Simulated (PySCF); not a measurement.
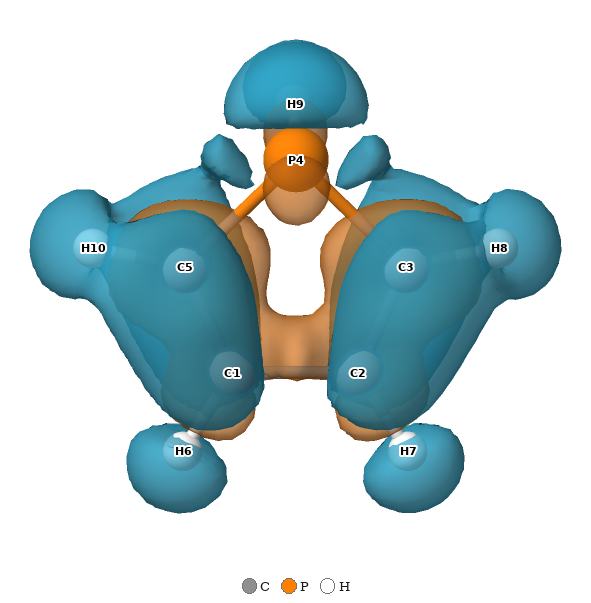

*C$_{4}$H$_{5}$P, SMILES `c1cc[pH]c1`. Fukui function f⁻ = ρ(N) − ρ(N−1) at fixed geometry, surfaces at ±0.015 e/Å³ (light blue positive, orange negative).*

Level of theory: B3LYP/def2-SVPD (PySCF), at a geometry from GFN2-xTB. No frequency check shows the geometry to be a minimum. GFN2-xTB bond lengths at metals and heavier atoms can be off by up to 0.1 Å and shapes distorted, which carries into these values.

Coordinates in Å:

```
C1      -1.2802   -0.7192   -0.0014
C2      -1.2803    0.7191   -0.0014
C3      -0.0501    1.2648    0.0299
P4       1.2285    0.0000   -0.1086
C5      -0.0500   -1.2647    0.0299
H6      -2.1979   -1.2863   -0.0019
H7      -2.1980    1.2861   -0.0019
H8       0.1652    2.3196    0.0270
H9       1.6012    0.0001    1.2365
H10      0.1655   -2.3196    0.0270
```

### Which atoms respond most to the removal of an electron?

f⁻ (Hirshfeld-condensed) is largest on C3 and C5 (0.16 each), P4 (0.16) and C1 and C2 (0.10 each); the vertical ionisation energy is 8.81 eV (the stability of the cation's solution wasn't checked). Condensed values hint at sites of electrophilic attack but needn't mark the atom that reacts. Shares this close don't rank the sites. Orbital relaxation makes it negative in places (0.20 e in all).

| atom | f⁻ | charge |
| --- | --- | --- |
| C1 | +0.10 | −0.05 |
| C2 | +0.10 | −0.05 |
| C3 | +0.16 | −0.10 |
| P4 | +0.16 | +0.14 |
| C5 | +0.16 | −0.10 |
| H6 | +0.06 | +0.04 |
| H7 | +0.06 | +0.04 |
| H8 | +0.07 | +0.04 |
| H9 | +0.05 | −0.01 |
| H10 | +0.07 | +0.04 |

Run time: 44 s on 1 thread of Intel(R) Xeon(R) 6975P-C (Granite Rapids) (shared host), peak memory 0.66 GiB.
